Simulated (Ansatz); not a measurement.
# C6H4F3+: energies up the ladder, part 1 of 2

Aim: energies up the ladder, for C6H4F3+, with the cost of each level. Charge +1.

Computed with Ansatz 0.2.0 (the levels named in each step, unless a step's input says otherwise).

### Step 1. The system as given

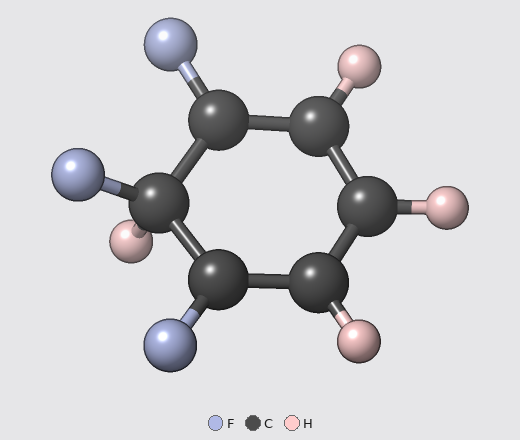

The starting structure, seen from a chosen angle (fluorine light blue, carbon dark grey, hydrogen pink).

Coordinates:

```xyz
13

F    -0.7508   -2.2897   -0.3615
C    -0.0213   -1.2195   -0.3023
C     1.3427   -1.2621   -0.4321
C     2.0909   -0.0918   -0.2700
C     1.5051    1.1476    0.0064
C     0.1445    1.2398    0.1452
F    -0.4382    2.3479    0.4824
C    -0.7514    0.0788   -0.1556
F    -1.8542    0.0129    0.6184
H     1.8329   -2.2140   -0.5881
H     3.1710   -0.1555   -0.3155
H     2.1184    2.0215    0.1826
H    -1.1260    0.2930   -1.1968
```

### Step 2. A rough first relaxation, PBE-D4/def2-SVP

The input, input.yaml:

```yaml
crystal:
  periodic: [false, false, false]
  atoms:
    - { symbol: F, position_ang: [-0.7508, -2.28973, -0.36146] }
    - { symbol: C, position_ang: [-0.02127, -1.21952, -0.30227] }
    - { symbol: C, position_ang: [1.34272, -1.26209, -0.43212] }
    - { symbol: C, position_ang: [2.09089, -0.09176, -0.27004] }
    - { symbol: C, position_ang: [1.50514, 1.14761, 0.00636] }
    - { symbol: C, position_ang: [0.14449, 1.23979, 0.14524] }
    - { symbol: F, position_ang: [-0.43821, 2.34787, 0.48242] }
    - { symbol: C, position_ang: [-0.75142, 0.07875, -0.1556] }
    - { symbol: F, position_ang: [-1.85421, 0.0129, 0.61837] }
    - { symbol: H, position_ang: [1.83294, -2.21405, -0.5881] }
    - { symbol: H, position_ang: [3.17103, -0.1555, -0.31546] }
    - { symbol: H, position_ang: [2.11843, 2.0215, 0.18262] }
    - { symbol: H, position_ang: [-1.12597, 0.29305, -1.19678] }
total_charge: 1
basis:
  gaussian: { orbitals: def2-SVP }
hamiltonian:
  xc: pbe
  dispersion: d4
relax:
  f_tol: 0.03
  max_steps: 200
```

Run with:

```console
ansatz run input.yaml --threads 4 --pin off --max-ram 10240MiB --backend cpu --events-out ev --progress --plain --runs-dir out
```

Output, cut to the lines that bear on the results:

```text
Warning: RAYON_NUM_THREADS=4 ignored (pool sized by the plan → 4); use --threads N
[...]
Functional definition: PBE
[...]
1624 factors; their error is unknown
[...]
mean field -14402.03390965 eV, -529.2649841304 hartree, gradient 2.7e-5 eV, S^2 0.000000; 0 other end points of the search recorded, 0 dependent functions left out
[...]
reference -14402.03393817 eV, -529.2649851787 hartree; 33, 33 occupied and 113, 113 virtual orbitals, 1624 factors
relax step   1: F+E_penalty+E_count = -14402.34752032 eV  Δ(F+E_penalty+E_count) = +0.000e0 eV  max|allowed force component| = 6.827e-1 eV/Å  Δτ_max = 0.0000 Å  (31 SCF iters, accepted)
[...]
relax step   7: F+E_penalty+E_count = -14402.42254598 eV  Δ(F+E_penalty+E_count) = -1.352e-5 eV  max|allowed force component| = 8.275e-2 eV/Å  Δτ_max = 0.0089 Å  (34 SCF iters, accepted)
[...]
relax step   8: F+E_penalty+E_count = -14402.42267098 eV  Δ(F+E_penalty+E_count) = -1.250e-4 eV  max|allowed force component| = 4.115e-3 eV/Å  Δτ_max = 0.0021 Å  (35 SCF iters, accepted)
1624 factors; their error is unknown
mean field -14402.11012486 eV, -529.2677849877 hartree, gradient 1.9e-5 eV, S^2 0.000000; 1 other end points of the search recorded, 0 dependent functions left out
[...]
reference -14402.11015338 eV, -529.2677860360 hartree; 33, 33 occupied and 113, 113 virtual orbitals, 1624 factors
Total energy: -14402.42269951 eV, -529.2792718941 hartree
Atom 0 at    -0.783523    -2.289233    -0.293393 Å, force     0.001844     0.000429    -0.000512 eV/Å
Atom 1 at    -0.029111    -1.233153    -0.265163 Å, force    -0.002364    -0.001281     0.000920 eV/Å
Atom 2 at     1.339980    -1.287118    -0.432830 Å, force    -0.001268     0.001207     0.000446 eV/Å
Atom 3 at     2.078059    -0.088040    -0.285367 Å, force     0.000763     0.000142    -0.001113 eV/Å
Atom 4 at     1.505592     1.171585     0.014496 Å, force    -0.001437    -0.001064    -0.000049 eV/Å
Atom 5 at     0.137505     1.240491     0.184872 Å, force    -0.002197     0.001341     0.001581 eV/Å
Atom 6 at    -0.472536     2.327814     0.546572 Å, force     0.001882    -0.000627    -0.000719 eV/Å
Atom 7 at    -0.757314     0.078728    -0.152260 Å, force    -0.002528    -0.000012     0.001241 eV/Å
Atom 8 at    -1.903197     0.027232     0.554986 Å, force     0.004115     0.000132    -0.002137 eV/Å
Atom 9 at     1.838464    -2.251827    -0.608853 Å, force    -0.000397    -0.001986     0.000039 eV/Å
Atom 10 at     3.175106    -0.144366    -0.381924 Å, force     0.000894     0.000021    -0.000455 eV/Å
Atom 11 at     2.129121     2.063321     0.176210 Å, force    -0.000144     0.001882     0.000761 eV/Å
Atom 12 at    -0.994389     0.293385    -1.244165 Å, force     0.000837    -0.000185    -0.000005 eV/Å
Dipole moment:     0.876316     0.008586    -0.371634 e Å
```

It took 66 s on 4 threads of AMD EPYC (Zen 3), shared host; peak memory 0.21 GiB.

The steps of the relaxation:

| step | energy from step 1 (eV) | largest force component (eV/Å) |
| --- | --- | --- |
| 1 | 0.0000 | 0.6827 |
| 2 | -0.0622 | 0.3030 |
| 3 | -0.0705 | 0.2184 |
| 4 | -0.0725 | 0.1758 |
| 5 | -0.0741 | 0.1310 |
| 6 | -0.0750 | 0.0360 |
| 7 | -0.0750 | 0.0827 |
| 8 | -0.0752 | 0.0041 |

Step 1 is the start.

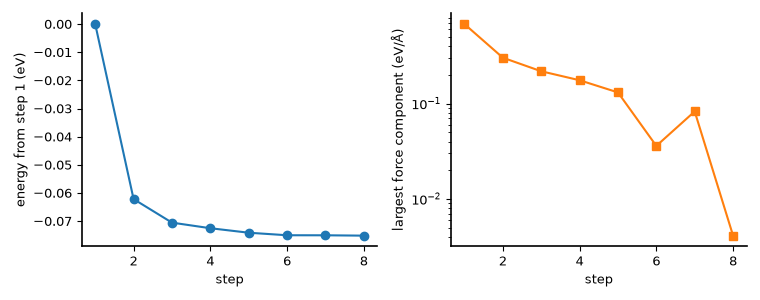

Energy and largest force along the relaxation.

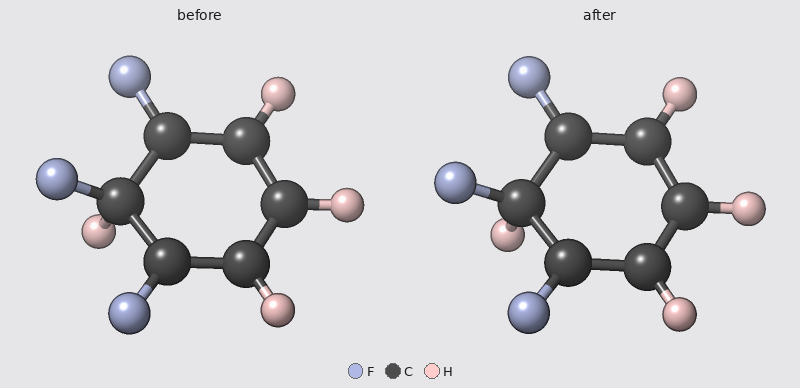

The structure before (left) and after (right) the relaxation, drawn at the same scale.

Before: Bond lengths: F1–C2 1.297 Å, C2–C3 1.371 Å, C3–C4 1.398 Å, C4–C5 1.398 Å, C5–C6 1.371 Å, C6–F7 1.297 Å, C2–C8 1.497 Å, C6–C8 1.497 Å, C8–F9 1.349 Å, C3–H10 1.082 Å, C4–H11 1.083 Å, C5–H12 1.082 Å, C8–H13 1.127 Å. Angles (14 of 21 angles, heavy atoms first): F1–C2–C3 122.0°, F1–C2–C8 116.5°, C3–C2–C8 121.4°, C2–C3–C4 119.7°, C3–C4–C5 122.7°, C4–C5–C6 119.7°, C5–C6–F7 122.0°, C5–C6–C8 121.4°, F7–C6–C8 116.5°, C2–C8–C6 113.6°, C2–C8–F9 114.4°, C6–C8–F9 114.3°, C2–C3–H10 119.5°, C4–C3–H10 120.7°.

After: Bond lengths: F1–C2 1.298 Å, C2–C3 1.380 Å, C3–C4 1.416 Å, C4–C5 1.416 Å, C5–C6 1.380 Å, C6–F7 1.298 Å, C2–C8 1.505 Å, C6–C8 1.505 Å, C8–F9 1.348 Å, C3–H10 1.100 Å, C4–H11 1.103 Å, C5–H12 1.100 Å, C8–H13 1.138 Å. Angles (14 of 21 angles, heavy atoms first): F1–C2–C3 122.8°, F1–C2–C8 115.4°, C3–C2–C8 121.5°, C2–C3–C4 118.1°, C3–C4–C5 124.4°, C4–C5–C6 118.1°, C5–C6–F7 122.8°, C5–C6–C8 121.5°, F7–C6–C8 115.4°, C2–C8–C6 113.7°, C2–C8–F9 114.7°, C6–C8–F9 114.7°, C2–C3–H10 120.2°, C4–C3–H10 121.5°.

### Step 3. Relaxation, PBE0-D4/def2-TZVP

The input, input.yaml:

```yaml
crystal:
  periodic: [false, false, false]
  atoms:
    - { symbol: F, position_ang: [-0.78352252, -2.28923255, -0.29339342] }
    - { symbol: C, position_ang: [-0.02911097, -1.23315332, -0.26516287] }
    - { symbol: C, position_ang: [1.33998049, -1.28711759, -0.43283023] }
    - { symbol: C, position_ang: [2.07805887, -0.0880401, -0.28536652] }
    - { symbol: C, position_ang: [1.50559198, 1.17158501, 0.01449567] }
    - { symbol: C, position_ang: [0.13750544, 1.24049139, 0.18487179] }
    - { symbol: F, position_ang: [-0.47253556, 2.3278143, 0.54657236] }
    - { symbol: C, position_ang: [-0.7573139, 0.07872789, -0.15226044] }
    - { symbol: F, position_ang: [-1.90319658, 0.02723196, 0.55498579] }
    - { symbol: H, position_ang: [1.83846367, -2.25182716, -0.60885286] }
    - { symbol: H, position_ang: [3.17510643, -0.14436638, -0.38192431] }
    - { symbol: H, position_ang: [2.12912136, 2.06332134, 0.17620966] }
    - { symbol: H, position_ang: [-0.9943887, 0.29338522, -1.2441646] }
total_charge: 1
basis:
  gaussian: { orbitals: def2-TZVP }
hamiltonian:
  xc: pbe0
  dispersion: d4
relax:
  f_tol: 0.004
  max_steps: 150
```

Run with:

```console
ansatz run input.yaml --threads 4 --pin off --max-ram 10240MiB --backend cpu --events-out ev --progress --plain --runs-dir out
```

Output, cut to the lines that bear on the results:

```text
Warning: RAYON_NUM_THREADS=4 ignored (pool sized by the plan → 4); use --threads N
[...]
Functional definition: PBE0
[...]
1724 factors; their error is unknown
[...]
mean field -14418.83067969 eV, -529.8822540443 hartree, gradient 3.8e-5 eV, S^2 0.000000; 0 other end points of the search recorded, 0 dependent functions left out
[...]
reference -14418.83070826 eV, -529.8822550942 hartree; 33, 33 occupied and 270, 270 virtual orbitals, 1724 factors
relax step   1: F+E_penalty+E_count = -14419.09340528 eV  Δ(F+E_penalty+E_count) = +0.000e0 eV  max|allowed force component| = 6.206e-1 eV/Å  Δτ_max = 0.0000 Å  (31 SCF iters, accepted)
[...]
relax step   7: F+E_penalty+E_count = -14419.17119644 eV  Δ(F+E_penalty+E_count) = -5.163e-5 eV  max|allowed force component| = 1.093e-2 eV/Å  Δτ_max = 0.0047 Å  (34 SCF iters, accepted)
[...]
Atom 3 at     2.057389    -0.088523    -0.275051 Å, force     0.000362     0.000487    -0.002812 eV/Å
Atom 4 at     1.496617     1.161582     0.019009 Å, force     0.000337     0.000028     0.001241 eV/Å
Atom 5 at     0.147844     1.230984     0.167923 Å, force    -0.000184    -0.000657    -0.001155 eV/Å
Atom 6 at    -0.460745     2.309775     0.512330 Å, force     0.000907     0.001344     0.000282 eV/Å
Atom 7 at    -0.739399     0.078829    -0.159433 Å, force    -0.000508     0.000692    -0.003621 eV/Å
Atom 8 at    -1.852206     0.018745     0.582827 Å, force    -0.001257    -0.000152     0.001295 eV/Å
Atom 9 at     1.827929    -2.225085    -0.599068 Å, force    -0.000879    -0.000007     0.000208 eV/Å
Atom 10 at     3.138234    -0.144940    -0.365121 Å, force    -0.000136    -0.000163     0.000946 eV/Å
Atom 11 at     2.114978     2.036461     0.176244 Å, force    -0.000876     0.000048     0.000218 eV/Å
Atom 12 at    -1.013232     0.290995    -1.224236 Å, force     0.001286    -0.000691     0.003329 eV/Å
Dipole moment:     0.967038     0.005221    -0.386731 e Å
```

Run time: 3 min. Hardware: 4 threads of AMD EPYC (Zen 3), shared host; peak memory 1.2 GiB.

Relaxation path:

| step | energy from step 1 (eV) | largest force component (eV/Å) |
| --- | --- | --- |
| 1 | 0.0000 | 0.6206 |
| 2 | -0.0707 | 0.2101 |
| 3 | -0.0771 | 0.0521 |
| 4 | -0.0774 | 0.0478 |
| 5 | -0.0775 | 0.0703 |
| 6 | -0.0777 | 0.0291 |
| 7 | -0.0778 | 0.0109 |
| 8 | -0.0778 | 0.0036 |

Step 1 is the start.

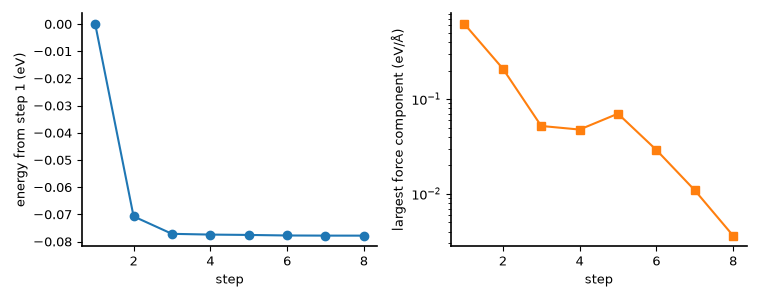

Energy and largest force along the relaxation.

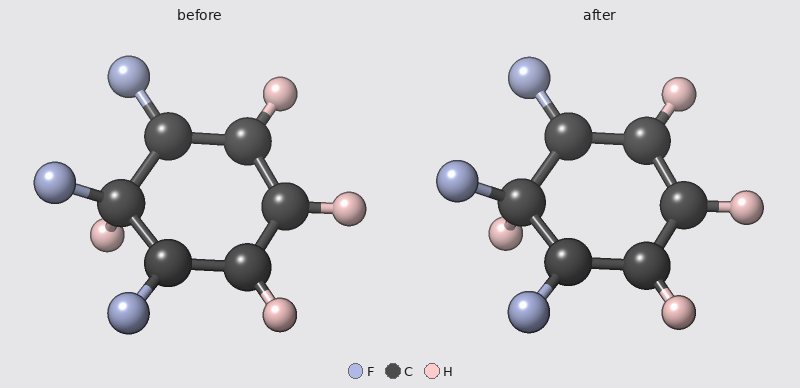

The structure before (left) and after (right) the relaxation, drawn at the same scale.

Before: Bond lengths: F1–C2 1.298 Å, C2–C3 1.380 Å, C3–C4 1.416 Å, C4–C5 1.416 Å, C5–C6 1.380 Å, C6–F7 1.298 Å, C2–C8 1.505 Å, C6–C8 1.505 Å, C8–F9 1.348 Å, C3–H10 1.100 Å, C4–H11 1.103 Å, C5–H12 1.100 Å, C8–H13 1.138 Å. Angles (14 of 21 angles, heavy atoms first): F1–C2–C3 122.8°, F1–C2–C8 115.4°, C3–C2–C8 121.5°, C2–C3–C4 118.1°, C3–C4–C5 124.4°, C4–C5–C6 118.1°, C5–C6–F7 122.8°, C5–C6–C8 121.5°, F7–C6–C8 115.4°, C2–C8–C6 113.7°, C2–C8–F9 114.7°, C6–C8–F9 114.7°, C2–C3–H10 120.2°, C4–C3–H10 121.5°.

After: Bond lengths: F1–C2 1.286 Å, C2–C3 1.359 Å, C3–C4 1.401 Å, C4–C5 1.401 Å, C5–C6 1.359 Å, C6–F7 1.286 Å, C2–C8 1.491 Å, C6–C8 1.491 Å, C8–F9 1.339 Å, C3–H10 1.083 Å, C4–H11 1.086 Å, C5–H12 1.083 Å, C8–H13 1.120 Å. Angles (14 of 21 angles, heavy atoms first): F1–C2–C3 122.8°, F1–C2–C8 115.2°, C3–C2–C8 121.8°, C2–C3–C4 117.8°, C3–C4–C5 124.9°, C4–C5–C6 117.8°, C5–C6–F7 122.8°, C5–C6–C8 121.8°, F7–C6–C8 115.2°, C2–C8–C6 113.7°, C2–C8–F9 114.1°, C6–C8–F9 114.1°, C2–C3–H10 120.6°, C4–C3–H10 121.5°.

### Step 4. Relaxation, PBE0-D4/def2-SVP

The input, input.yaml:

```yaml
crystal:
  periodic: [false, false, false]
  atoms:
    - { symbol: F, position_ang: [-0.76869243, -2.26202129, -0.31942661] }
    - { symbol: C, position_ang: [-0.0172314, -1.21972949, -0.27794056] }
    - { symbol: C, position_ang: [1.33227476, -1.27825351, -0.42487551] }
    - { symbol: C, position_ang: [2.05738878, -0.08852259, -0.27505132] }
    - { symbol: C, position_ang: [1.49661733, 1.16158197, 0.01900855] }
    - { symbol: C, position_ang: [0.14784395, 1.23098437, 0.16792288] }
    - { symbol: F, position_ang: [-0.46074499, 2.30977536, 0.51233017] }
    - { symbol: C, position_ang: [-0.7393989, 0.07882904, -0.15943345] }
    - { symbol: F, position_ang: [-1.85220639, 0.01874483, 0.58282722] }
    - { symbol: H, position_ang: [1.82792874, -2.22508549, -0.59906796] }
    - { symbol: H, position_ang: [3.1382342, -0.14493972, -0.3651207] }
    - { symbol: H, position_ang: [2.11497826, 2.03646115, 0.17624362] }
    - { symbol: H, position_ang: [-1.01323189, 0.29099539, -1.22423633] }
total_charge: 1
basis:
  gaussian: { orbitals: def2-SVP }
hamiltonian:
  xc: pbe0
  dispersion: d4
relax:
  f_tol: 0.004
  max_steps: 80
```

Run with:

```console
ansatz run input.yaml --threads 4 --pin off --max-ram 10240MiB --backend cpu --events-out ev --progress --plain --runs-dir out
```

Output, cut to the lines that bear on the results:

```text
Warning: RAYON_NUM_THREADS=4 ignored (pool sized by the plan → 4); use --threads N
[...]
[... 1 set-up line as earlier in the session ...]
[...]
1645 factors; integrals over basis functions are off by at most 4.3e-4 eV
[...]
mean field -14402.25885889 eV, -529.2732508626 hartree, gradient 9.6e-6 eV, S^2 0.000000; 0 other end points of the search recorded, 0 dependent functions left out
[...]
reference -14402.25887859 eV, -529.2732515864 hartree; 33, 33 occupied and 113, 113 virtual orbitals, 1645 factors
relax step   1: F+E_penalty+E_count = -14402.52389745 eV  Δ(F+E_penalty+E_count) = +0.000e0 eV  max|allowed force component| = 4.953e-1 eV/Å  Δτ_max = 0.0000 Å  (31 SCF iters, accepted)
[...]
relax step   6: F+E_penalty+E_count = -14402.53754883 eV  Δ(F+E_penalty+E_count) = -2.183e-5 eV  max|allowed force component| = 2.728e-2 eV/Å  Δτ_max = 0.0069 Å  (27 SCF iters, accepted)
[...]
Atom 3 at     2.064305    -0.087831    -0.281416 Å, force    -0.000115     0.000101    -0.000515 eV/Å
Atom 4 at     1.497901     1.166052     0.015523 Å, force     0.000384    -0.000067     0.000511 eV/Å
Atom 5 at     0.141349     1.232464     0.178855 Å, force    -0.000363    -0.000518    -0.001129 eV/Å
Atom 6 at    -0.466777     2.305536     0.530541 Å, force     0.000867     0.001619     0.000737 eV/Å
Atom 7 at    -0.745331     0.078707    -0.156567 Å, force    -0.001980     0.000252    -0.000653 eV/Å
Atom 8 at    -1.867740     0.023605     0.561864 Å, force     0.000747    -0.000035    -0.000083 eV/Å
Atom 9 at     1.828696    -2.238841    -0.603168 Å, force    -0.000504    -0.000356     0.000059 eV/Å
Atom 10 at     3.153938    -0.143966    -0.376290 Å, force    -0.000015    -0.000019     0.000111 eV/Å
Atom 11 at     2.117622     2.050557     0.177211 Å, force    -0.000455     0.000375     0.000192 eV/Å
Atom 12 at    -0.994580     0.291664    -1.234819 Å, force     0.000691    -0.000236     0.001042 eV/Å
Dipole moment:     0.939917     0.008040    -0.392188 e Å
```

Wall time 85 s (4 threads of AMD EPYC (Zen 3), shared host); peak memory 0.47 GiB.

The steps of the relaxation:

```
step  E - E(step 1) (eV)  largest force component (eV/Å)
   1              0.0000                          0.4953
   2             -0.0121                          0.1492
   3             -0.0133                          0.0283
   4             -0.0135                          0.0313
   5             -0.0136                          0.0234
   6             -0.0137                          0.0273
   7             -0.0137                          0.0020
```

Step 1 is the start.

Before: Bond lengths: F1–C2 1.286 Å, C2–C3 1.359 Å, C3–C4 1.401 Å, C4–C5 1.401 Å, C5–C6 1.359 Å, C6–F7 1.286 Å, C2–C8 1.491 Å, C6–C8 1.491 Å, C8–F9 1.339 Å, C3–H10 1.083 Å, C4–H11 1.086 Å, C5–H12 1.083 Å, C8–H13 1.120 Å. Angles (14 of 21 angles, heavy atoms first): F1–C2–C3 122.8°, F1–C2–C8 115.2°, C3–C2–C8 121.8°, C2–C3–C4 117.8°, C3–C4–C5 124.9°, C4–C5–C6 117.8°, C5–C6–F7 122.8°, C5–C6–C8 121.8°, F7–C6–C8 115.2°, C2–C8–C6 113.7°, C2–C8–F9 114.1°, C6–C8–F9 114.1°, C2–C3–H10 120.6°, C4–C3–H10 121.5°.

After: Bond lengths: F1–C2 1.283 Å, C2–C3 1.368 Å, C3–C4 1.408 Å, C4–C5 1.408 Å, C5–C6 1.368 Å, C6–F7 1.283 Å, C2–C8 1.493 Å, C6–C8 1.493 Å, C8–F9 1.334 Å, C3–H10 1.092 Å, C4–H11 1.095 Å, C5–H12 1.092 Å, C8–H13 1.127 Å. Angles (14 of 21 angles, heavy atoms first): F1–C2–C3 122.9°, F1–C2–C8 115.2°, C3–C2–C8 121.6°, C2–C3–C4 117.9°, C3–C4–C5 124.6°, C4–C5–C6 117.9°, C5–C6–F7 122.9°, C5–C6–C8 121.6°, F7–C6–C8 115.2°, C2–C8–C6 113.8°, C2–C8–F9 114.2°, C6–C8–F9 114.2°, C2–C3–H10 120.4°, C4–C3–H10 121.6°.

### Step 5. Frequencies, PBE0-D4/def2-SVP

The input, input.yaml:

```yaml
crystal:
  periodic: [false, false, false]
  atoms:
    - { symbol: F, position_ang: [-0.7745515, -2.2636928, -0.3007483] }
    - { symbol: C, position_ang: [-0.02412003, -1.22409177, -0.26807128] }
    - { symbol: C, position_ang: [1.33304935, -1.28134407, -0.42973631] }
    - { symbol: C, position_ang: [2.06430532, -0.08783062, -0.28141553] }
    - { symbol: C, position_ang: [1.49790121, 1.16605228, 0.01552333] }
    - { symbol: C, position_ang: [0.14134879, 1.23246372, 0.17885492] }
    - { symbol: F, position_ang: [-0.46677699, 2.30553644, 0.53054137] }
    - { symbol: C, position_ang: [-0.74533133, 0.0787072, -0.15656736] }
    - { symbol: F, position_ang: [-1.8677402, 0.02360503, 0.56186408] }
    - { symbol: H, position_ang: [1.82869622, -2.23884103, -0.6031676] }
    - { symbol: H, position_ang: [3.1539376, -0.14396551, -0.37628951] }
    - { symbol: H, position_ang: [2.11762174, 2.05055679, 0.17721102] }
    - { symbol: H, position_ang: [-0.99458015, 0.29166434, -1.23481884] }
total_charge: 1
basis:
  gaussian: { orbitals: def2-SVP }
hamiltonian:
  xc: pbe0
  dispersion: d4
phonons: {}
```

Run with:

```console
ansatz run input.yaml --threads 4 --pin off --max-ram 10240MiB --backend cpu --events-out ev --progress --plain --runs-dir out
```

Output, cut to the lines that bear on the results:

```text
Warning: RAYON_NUM_THREADS=4 ignored (pool sized by the plan → 4); use --threads N
[...]
[... 1 set-up line as earlier in the session ...]
[...]
1649 factors; integrals over basis functions are off by at most 4.4e-4 eV
[...]
mean field -14402.27311312 eV, -529.2737746960 hartree, gradient 2.4e-5 eV, S^2 0.000000; 0 other end points of the search recorded, 0 dependent functions left out
[...]
reference -14402.27313280 eV, -529.2737754190 hartree; 33, 33 occupied and 113, 113 virtual orbitals, 1649 factors
[...]
1649 factors; integrals over basis functions are off by at most 4.4e-4 eV
mean field -14402.27302931 eV, -529.2737716158 hartree, gradient 3.0e-6 eV, S^2 0.000000; 0 other end points of the search recorded, 0 dependent functions left out
[...]
reference -14402.27304899 eV, -529.2737723390 hartree; 33, 33 occupied and 113, 113 virtual orbitals, 1649 factors
[...]
1649 factors; integrals over basis functions are off by at most 4.4e-4 eV
[...]
Atom 6 at    -0.466777     2.305536     0.530541 Å, force     0.000867     0.001618     0.000744 eV/Å
Atom 7 at    -0.745331     0.078707    -0.156567 Å, force    -0.002001     0.000259    -0.000682 eV/Å
Atom 8 at    -1.867740     0.023605     0.561864 Å, force     0.000749    -0.000037    -0.000077 eV/Å
Atom 9 at     1.828696    -2.238841    -0.603168 Å, force    -0.000504    -0.000356     0.000060 eV/Å
Atom 10 at     3.153938    -0.143966    -0.376290 Å, force    -0.000016    -0.000019     0.000110 eV/Å
Atom 11 at     2.117622     2.050557     0.177211 Å, force    -0.000454     0.000374     0.000193 eV/Å
Atom 12 at    -0.994580     0.291664    -1.234819 Å, force     0.000688    -0.000237     0.001048 eV/Å
Dipole moment:     0.939918     0.008040    -0.392187 e Å
Vibrations: 104.77 203.50 258.48 270.90 328.26 436.77 463.79 495.54 524.92 605.67 697.16 794.70 821.90 874.93 927.10 993.22 1052.90 1063.61 1164.31 1181.38 1236.22 1293.27 1322.77 1404.45 1458.81 1476.99 1564.48 1597.98 1726.01 2873.31 3222.56 3246.56 3248.68 cm⁻¹, zero-point energy 2.413717 eV
```

It took 4.8 min on 4 threads of AMD EPYC (Zen 3), shared host; peak memory 0.46 GiB.

Harmonic frequencies (cm⁻¹; negative: imaginary): 105, 203, 258, 271, 328, 437, 464, 496, 525, 606, 697, 795, 822, 875, 927, 993, 1053, 1064, 1164, 1181, 1236, 1293, 1323, 1404, 1459, 1477, 1564, 1598, 1726, 2873, 3223, 3247, 3249.

(Continued in part 2 of 2.)
